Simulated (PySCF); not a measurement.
**C2H7O2P (dimethylphosphinic acid) at 3 levels**

Aim: a comparison of 3 runs (HF/STO-3G, B3LYP/6-31G*, r2SCAN/def2-TZVP) of C2H7O2P (dimethylphosphinic acid). The job is set up through a Python script.

Program for the calculation: PySCF 2.14.0.

### Step 1. Starting point

C2H7O2P has 12 atoms, charge 0, and is taken as a singlet. SMILES: `CP(C)(=O)O`. Geometry: relaxed at GFN2-xTB. This is one conformer, not always the lowest.

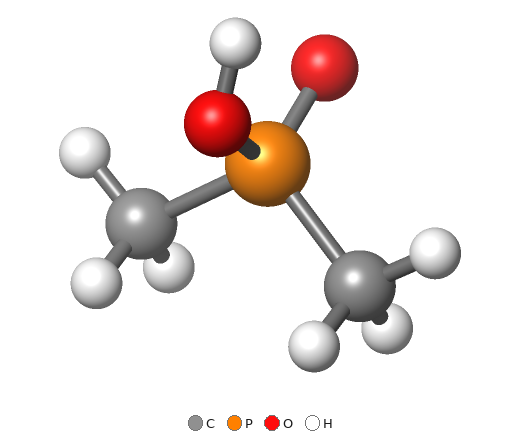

The structure, seen from a chosen angle (carbon grey, phosphorus orange, oxygen red, hydrogen white).

### Step 2. Energy and gradient at HF/STO-3G (run 1)

Contents of run.py:

```python
import pyscf.grad
from pyscf import gto, scf

mol = gto.M(
    atom='''
C     -2.934310    -0.360087     0.110228
P      0.260518     0.320498    -1.021227
C      2.424160    -1.192531     1.209425
O      0.727148    -0.211574    -3.703693
O      0.600423     3.298630    -0.415834
H     -3.202273     0.384521     2.000899
H     -3.229977    -2.390560     0.100779
H     -4.267852     0.517067    -1.183082
H      2.124166    -0.473055     3.105028
H      4.345709    -0.790076     0.604297
H      2.119706    -3.221246     1.165526
H      1.032565     4.118412    -1.972326
''',
    unit='bohr',
    max_memory=1860,
    verbose=3,
    basis='sto-3g',
    spin=0,
)

mf = scf.RHF(mol)
mf.conv_tol = 1e-10
mf.kernel()
if not mf.converged:
    mf = mf.newton().run(mf.mo_coeff, mf.mo_occ)

e_final = mf.e_tot
print('E = %.10f Eh' % e_final)
grad = mf.Gradients().kernel()
dip = mf.dip_moment()
pop, q = mf.mulliken_pop()
```

Launch:

```bash
$ OMP_NUM_THREADS=1 python run.py
```

What it wrote:

```text
converged SCF energy = -563.382952502669
[... 9 lines left out ...]
Dipole moment(X, Y, Z, Debye): -0.49467, -0.08694,  2.30557
[... 49 lines left out ...]
charge of   11H =      0.19533
```

Wall time 6.6 s (1 thread of Intel Xeon at 2.50GHz (Skylake/Cascade Lake), shared host); peak memory 0.12 GiB.

### Step 3. Energy and forces at B3LYP/6-31G(d) (spherical functions) (run 2)

Contents of start.xyz:

```xyz
12
C2H7O2P
C     -1.552770    -0.190550     0.058330
P      0.137860     0.169600    -0.540410
C      1.282810    -0.631060     0.640000
O      0.384790    -0.111960    -1.959910
O      0.317730     1.745560    -0.220050
H     -1.694570     0.203480     1.058830
H     -1.709230    -1.265030     0.053330
H     -2.258450     0.273620    -0.626060
H      1.124060    -0.250330     1.643110
H      2.299650    -0.418090     0.319780
H      1.121700    -1.704610     0.616770
H      0.546410     2.179370    -1.043710
```

Contents of calc.py:

```python
import pyscf.grad
from pyscf import gto, dft

mol = gto.M(
    atom='start.xyz',
    verbose=4,
    charge=0,
    spin=0,
    basis='6-31g*',
    max_memory=1860,
)

mf = dft.RKS(mol)
mf.xc = 'b3lyp'
mf.grids.level = 5
mf.conv_tol = 1e-10
mf.kernel()
if not mf.converged:
    mf = mf.newton().run(mf.mo_coeff, mf.mo_occ)

energy = mf.e_tot
print('Final energy', energy)
grad = mf.Gradients().kernel()
dip = mf.dip_moment()
pop, q = mf.mulliken_pop()
```

Launch:

```bash
$ OMP_NUM_THREADS=1 python calc.py
```

What it wrote:

```text
PySCF version 2.14.0

[... 82 lines left out ...]
converged SCF energy = -572.274289968767
Final energy -572.2742899687669
[... 12 lines left out ...]
Dipole moment(X, Y, Z, Debye): -0.51030,  0.13807,  2.54516
[... 101 lines left out ...]
charge of   11H =      0.43957
```

Wall time 89 s (1 thread of Intel Xeon at 2.50GHz (Skylake/Cascade Lake), shared host); peak memory 0.87 GiB.

### Step 4. Energy and gradient at r2SCAN/def2-TZVP (run 3)

start.xyz is that of step 3.

Contents of calc.py:

```python
# dimethylphosphinic acid
import pyscf.grad
from pyscf import gto, dft

mol = gto.Mole()
mol.atom = 'start.xyz'
mol.charge = 0
mol.verbose = 3
mol.basis = 'def2-tzvp'
mol.max_memory = 1860
mol.build()

ks = dft.RKS(mol)
ks.xc = 'r2scan'
ks.grids.level = 5
ks.conv_tol = 1e-10
ks.kernel()
if not ks.converged:
    ks = ks.newton().run(ks.mo_coeff, ks.mo_occ)

e_tot = ks.e_tot
print('E(%s) = %.9f' % ('R2SCAN', e_tot))
grad = ks.Gradients().kernel()
dip = ks.dip_moment()
pop, q = ks.mulliken_pop()
```

Launch:

```bash
$ OMP_NUM_THREADS=1 python calc.py
```

What it wrote:

```text
converged SCF energy = -572.277737255766
[... 9 lines left out ...]
Dipole moment(X, Y, Z, Debye): -0.52998,  0.15679,  2.66117
[... 216 lines left out ...]
charge of   11H =      0.34224
```

Wall time 12 min (1 thread of Intel Xeon at 2.50GHz (Skylake/Cascade Lake), shared host); peak memory 1.7 GiB.

### Step 5. Overview of the runs

```
run                               level  integration grid  energy (Eh)  dipole moment (D)  HOMO energy (eV)  LUMO energy (eV)  wall time
  1                           HF/STO-3G                 –  -563.382953               2.36             -6.65             12.24      6.6 s
  2  B3LYP/6-31G* (spherical functions)                 5  -572.274290               2.60             -7.30              1.78       89 s
  3                    r2SCAN/def2-TZVP                 5  -572.277737               2.72             -6.71              0.82     12 min
```

### Step 6. What came out

```
                       quantity          value
            run 3: total energy  -572.27774 Eh
           run 3: dipole moment         2.72 D
             run 3: HOMO energy       -6.71 eV
             run 3: LUMO energy        0.82 eV
           run 3: HOMO–LUMO gap        7.53 eV
run 3: largest force on an atom     0.853 eV/Å
```

**Reading.** The dipole moment (its size) runs from 2.36 D (HF/STO-3G) to 2.72 D (r2SCAN/def2-TZVP). The two ends differ in method and basis. The HOMO–LUMO gap runs from 7.53 eV (r2SCAN/def2-TZVP) to 18.90 eV (HF/STO-3G). Totals of different functionals can't be ranked against each other. In run 1 the basis is minimal, so the values are rough. All runs together took 13 min, the longest 12 min.
